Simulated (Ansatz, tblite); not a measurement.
**[SnBr3]-: removing an electron**

Aim: the energy of removing an electron for [SnBr3]-, by energy differences, and how well orbital energies stand in for it.

Program: Ansatz 0.2.0, Gaussian basis. Level of theory: as each input shows. These are calculated values, not measurements.

Levels to be run: charge 0 doublet, at the geometry of the singlet (PBE0-D4/def2-TZVPD, PBE-D4/def2-TZVPD, r2SCAN-D4/def2-TZVPD); the starting singlet's energies come from earlier runs.

1 further run of the same task is left out (set aside as unsound or not needed). Runs told in other sessions of the task aren't counted.

### Step 1. The structure

The geometry is that of the singlet, from an earlier relaxation (B3LYP-D4/def2-SVPD).

4 atoms, charge -1, spin multiplicity 1.

Atoms are counted from 1 here; the program's logs count them from 0.

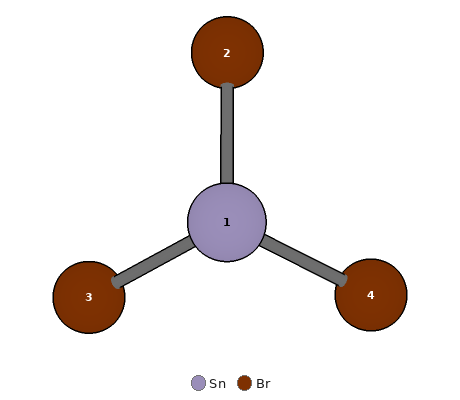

The geometry (tin purple, bromine brown); atoms are numbered from 1 in the order of the file.

Sn takes a core potential in the def2 sets. No spin-orbit coupling is included. The ion is computed in the gas phase, without counter-ions or solvent.

### Step 2. Charge 0 doublet at the fixed geometry, first pass, PBE0-D4/def2-SVP

The input, in.yaml:

```yaml
crystal:
  periodic: [false, false, false]
  atoms:
    - {symbol: Sn, position_ang: [-0.004096, 0.005782, 0.974139]}
    - {symbol: Br, position_ang: [2.367981, -0.032408, -0.314652]}
    - {symbol: Br, position_ang: [-1.155493, 2.062875, -0.341782]}
    - {symbol: Br, position_ang: [-1.208391, -2.036249, -0.317706]}
basis:
  gaussian: {orbitals: def2-SVP}
magnetization: {spin_polarized: true, initial_magnetization: 1}
hamiltonian: {xc: pbe0, dispersion: d4}
output: {orbitals: {seedname: orbitals}}
```

Started as:

```sh
ansatz run in.yaml --threads 4 --pin off --events-out ev --progress --plain --max-ram 3916MiB
```

The program printed:

```text
Functional definition: PBE0
  name "PBE0"
  cite "Adamo & Barone, J. Chem. Phys. 110, 6158 (1999) doi:10.1063/1.478522"
  cite "Perdew, Burke & Ernzerhof, Phys. Rev. Lett. 77, 3865 (1996) doi:10.1103/PhysRevLett.77.3865"
  parent pbe
  parameter a = 0.25
  parameter kappa = 0.804
  parameter beta = 0.06672455060314922
  exchange = (1 - a)*pbe_x(kappa = kappa, mu = beta*pi^2/3) + a*exact_x
  correlation = pbe_c(beta = beta)
1251 factors; integrals over basis functions are off by at most 2.5e-4 eV
mean field evaluation 1: about -215921.9438 eV, gradient 1.4e1 eV
mean field evaluation 2: about -215918.1970 eV, gradient 2.8e1 eV
mean field evaluation 4: about -215923.7146 eV, gradient 4.4e-1 eV
mean field evaluation 8: about -215923.7282 eV, gradient 5.6e-2 eV
mean field evaluation 16: about -215923.7282 eV, gradient 6.8e-5 eV
mean field evaluation 32: about -215922.8475 eV, gradient 5.2e0 eV
mean field -215923.72821600 eV, -7935.0506535783 hartree, gradient 1.2e-5 eV, S^2 0.759537; 6 other end points of the search recorded, 0 dependent functions left out
reference -215923.72824205 eV, -7935.0506545355 hartree; 64, 63 occupied and 58, 59 virtual orbitals, 1251 factors
Total energy: -215923.89881128 eV, -7935.0569228393 hartree
```

Wall time 6.5 s (4 threads of Arm Neoverse V1, shared host); peak memory 0.59 GiB.

Report: HOMO -8.22 eV, LUMO -6.14 eV (over both spins); ⟨S²⟩ 0.760 (pure: 0.75).

### Step 3. Charge 0 doublet at the fixed geometry, PBE0-D4/def2-TZVPD

start.molden holds the orbitals of an earlier run on this state, given as this run's starting guess.

Changes to in.yaml since step 2:

```diff
@@ -8,5 +8,6 @@
 basis:
-  gaussian: {orbitals: def2-SVP}
+  gaussian: {orbitals: def2-TZVPD, initial_orbitals: start.molden}
 magnetization: {spin_polarized: true, initial_magnetization: 1}
 hamiltonian: {xc: pbe0, dispersion: d4}
+scf: {omitted_lower_state_checks: [starts]}
 output: {orbitals: {seedname: orbitals}}
```

Launched as before.

The program printed, cut to the lines that bear on the results:

```text
Functional definition: PBE0
  name "PBE0"
  cite "Adamo & Barone, J. Chem. Phys. 110, 6158 (1999) doi:10.1063/1.478522"
  cite "Perdew, Burke & Ernzerhof, Phys. Rev. Lett. 77, 3865 (1996) doi:10.1103/PhysRevLett.77.3865"
  parent pbe
[...]
1587 factors; integrals over basis functions are off by at most 1.0e-3 eV
[...]
mean field -215949.44641353 eV, -7935.9957799050 hartree, gradient 2.5e-5 eV, S^2 0.760360; 0 other end points of the search recorded, 0 dependent functions left out
reference -215949.44646399 eV, -7935.9957817596 hartree; 64, 63 occupied and 163, 164 virtual orbitals, 1587 factors
Total energy: -215949.61703323 eV, -7936.0020500634 hartree
Checks for a lower state left out: starts
```

Wall time 13 s (4 threads of Arm Neoverse V1, shared host); peak memory 1 GiB.

HOMO -8.34 eV, LUMO -6.23 eV (over both spins); ⟨S²⟩ 0.760 (pure: 0.75).

### Step 4. Charge 0 doublet at the fixed geometry, PBE-D4/def2-TZVPD

Changes to in.yaml since step 3:

```diff
@@ -10,3 +10,3 @@
 magnetization: {spin_polarized: true, initial_magnetization: 1}
-hamiltonian: {xc: pbe0, dispersion: d4}
+hamiltonian: {xc: pbe, dispersion: d4}
 scf: {omitted_lower_state_checks: [starts]}
```

Same command.

The program printed:

```text
Functional definition: PBE
  name "PBE"
  cite "Perdew, Burke & Ernzerhof, Phys. Rev. Lett. 77, 3865 (1996) doi:10.1103/PhysRevLett.77.3865"
  parent pbe
  parameter kappa = 0.804
  parameter beta = 0.06672455060314922
  exchange = pbe_x(kappa = kappa, mu = beta*pi^2/3)
  correlation = pbe_c(beta = beta)
these checks for a lower state are left out or cut short: starts
1664 factors; their error is unknown
mean field evaluation 1: about -215942.1374 eV, gradient 1.0e1 eV
mean field evaluation 2: about -215942.2917 eV, gradient 2.7e-1 eV
mean field evaluation 4: about -215942.2839 eV, gradient 8.1e-2 eV
mean field evaluation 8: about -215942.2839 eV, gradient 2.0e-5 eV
mean field -215942.28392621 eV, -7935.7325633511 hartree, gradient 2.0e-5 eV, S^2 0.752734; 0 other end points of the search recorded, 0 dependent functions left out
reference -215942.28399453 eV, -7935.7325658619 hartree; 64, 63 occupied and 163, 164 virtual orbitals, 1664 factors
Total energy: -215942.47756017 eV, -7935.7396792678 hartree
Checks for a lower state left out: starts
```

Run time: 6.5 s. Hardware: 4 threads of Arm Neoverse V1, shared host.

From the report: HOMO -7.14 eV, LUMO -6.72 eV (over both spins); ⟨S²⟩ 0.753 (pure: 0.75).

### Step 5. Charge 0 doublet at the fixed geometry, r2SCAN-D4/def2-TZVPD

Changes to in.yaml since step 4:

```diff
@@ -10,3 +10,3 @@
 magnetization: {spin_polarized: true, initial_magnetization: 1}
-hamiltonian: {xc: pbe, dispersion: d4}
+hamiltonian: {xc: r2scan, dispersion: d4}
 scf: {omitted_lower_state_checks: [starts]}
```

The command is unchanged.

The program printed:

```text
Functional definition: r2SCAN
  name "r2SCAN"
  cite "Furness, Kaplan, Ning, Perdew & Sun, J. Phys. Chem. Lett. 11, 8208 (2020) doi:10.1021/acs.jpclett.0c02405"
  cite "Furness, Kaplan, Ning, Perdew & Sun, J. Phys. Chem. Lett. 11, 9248 (2020) doi:10.1021/acs.jpclett.0c03077"
  parent r2scan
  parameter k0 = 0.174
  parameter k1 = 0.065
  parameter a1 = 4.9479
  exchange = r2scan_x(k0 = k0, k1 = k1, a1 = a1)
  correlation = r2scan_c
these checks for a lower state are left out or cut short: starts
1664 factors; their error is unknown
mean field evaluation 1: about -215974.6703 eV, gradient 8.0e0 eV
mean field evaluation 2: about -215974.7350 eV, gradient 1.2e-1 eV
mean field evaluation 4: about -215974.7195 eV, gradient 3.4e-3 eV
mean field -215974.71945733 eV, -7936.9245471340 hartree, gradient 2.4e-5 eV, S^2 0.758086; 0 other end points of the search recorded, 0 dependent functions left out
reference -215974.71948839 eV, -7936.9245482756 hartree; 64, 63 occupied and 163, 164 virtual orbitals, 1664 factors
Total energy: -215974.76014435 eV, -7936.9260423546 hartree
Checks for a lower state left out: starts
```

Wall time 15 s (4 threads of Arm Neoverse V1, shared host); peak memory 0.55 GiB.

From the report: HOMO -7.46 eV, LUMO -6.76 eV (over both spins); ⟨S²⟩ 0.758 (pure: 0.75).

### Step 6. Vertical ionisation energy

Charged state less starting state, singlet to doublet; the starting state's energies are those of its earlier runs.

| level | vertical ionisation energy (eV) | time |
| --- | --- | --- |
| PBE-D4/def2-TZVPD | +4.37 | 9.6 s |
| r2SCAN-D4/def2-TZVPD | +4.53 | 22 s |
| PBE0-D4/def2-TZVPD | +4.60 | 21 s |

Times add the two runs; a level without a time comes out of a correlated run.

Beside −ε(HOMO) of the starting state:

| level | −ε(HOMO) (eV) | by difference (eV) | mismatch (eV) |
| --- | --- | --- | --- |
| PBE-D4/def2-TZVPD | 2.04 | 4.37 | -2.33 |
| r2SCAN-D4/def2-TZVPD | 2.28 | 4.53 | -2.25 |
| PBE0-D4/def2-TZVPD | 2.98 | 4.60 | -1.62 |

### Step 7. Outcome

| quantity | value |
| --- | --- |
| vertical ionisation energy, functionals in def2-TZVPD | 4.37 (PBE-D4) to 4.60 eV (PBE0-D4) |

In words: The vertical ionisation energy spans 4.37 to 4.60 eV over the functionals. −ε(HOMO) misses the level's own difference by -1.62 eV at best (PBE0-D4) and -2.33 eV at worst (PBE-D4).
